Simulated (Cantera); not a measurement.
Charge: 1 mol CsOH, 1.8 mol H₂O, equilibrated at 20.0 Pa.

Cantera equilibrium calculation (NASA polynomials, part measured and part estimated; ideal gas, pure solids and liquids). Candidate condensed phases: Cs, CsOH, H₂O; 15 gas species. Rates play no part.

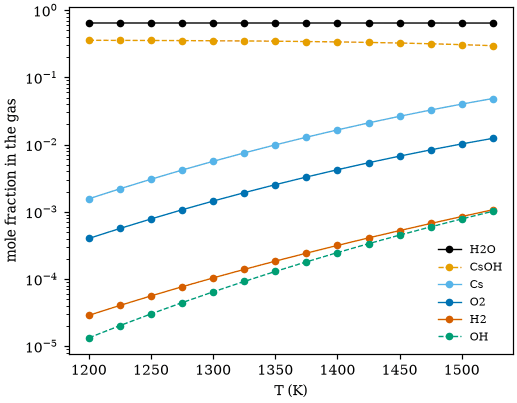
*Equilibrium gas composition (values under 1e-9 drawn at 1e-9)*

From 1200 K to 1525 K nothing is condensed. The main Cs-bearing gas is CsOH throughout.
